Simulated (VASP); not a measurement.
Band structure of Zn (relaxed from the bcc structure, space group Im-3m). Level of theory: r2SCAN meta-GGA, VASP's PBE PAW potentials (set 64) (plane waves; VASP).

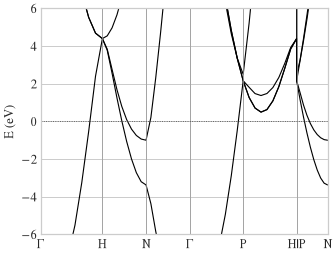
Bands along high-symmetry lines, zero at the valence-band maximum or, without a gap, the Fermi level

Question: Read the plot: is there a gap, and where are the band edges?

Answer: It has no gap at this level: it comes out as a metal or semimetal.

The structure was generated: Zn was put into the bcc type (Im-3m), which need not be its known phase. It was relaxed first, which changed the volume by -5 %.
